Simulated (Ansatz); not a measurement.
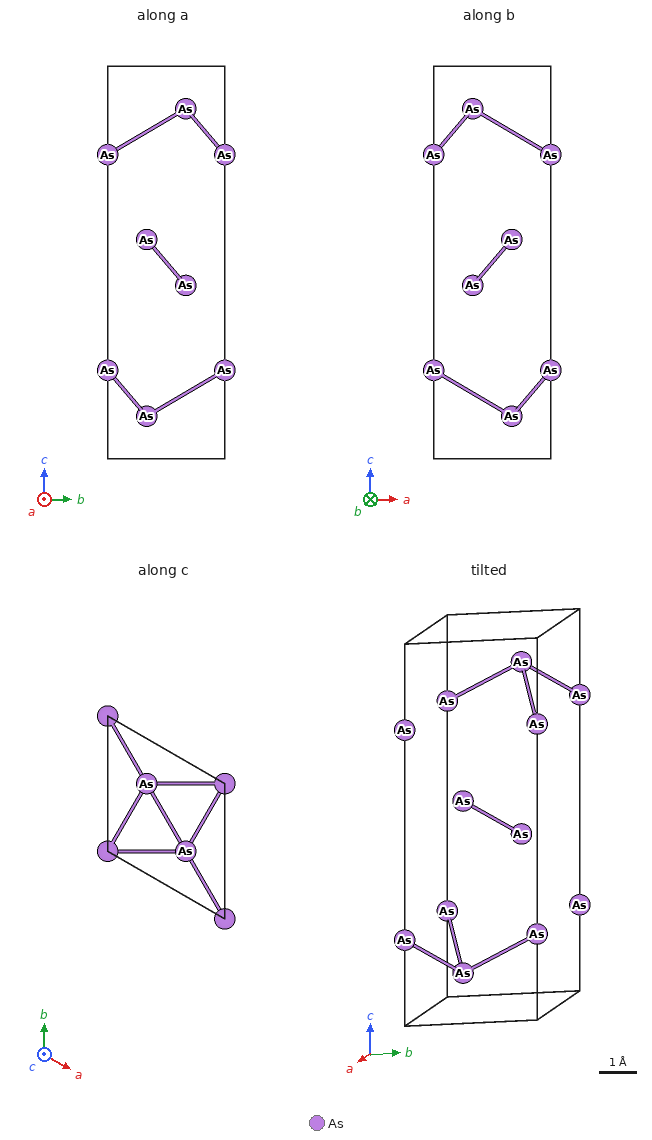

The figure gives a ball-and-stick picture of the atoms, viewed along the a axis, along the b axis, along the c axis and slightly off an axis. The lines enclose the conventional unit cell; boundary atoms appear with their images.

Lattice parameters: a = 3.751 Å, b = 3.751 Å, c = 10.882 Å, α = 90.00°, β = 90.00°, γ = 120.00°. Put a along x and b in the xy plane.

Express the structure as a POSCAR file, with free fractional coordinates to two decimals.

Answer.
```
As
1.0
     3.751    0.000    0.000
    -1.875    3.248    0.000
     0.000    0.000   10.882
As
6
Direct
  0.3333 0.6667 0.89
  0.00 0.00 0.77
  0.00 0.00 0.23
  0.6667 0.3333 0.11
  0.6667 0.3333 0.56
  0.3333 0.6667 0.44
```

Starting structure: a structure type known for this element. It was relaxed at fixed volume with DFT HSE06, scalar-relativistic, plane waves, PAW (Ansatz).
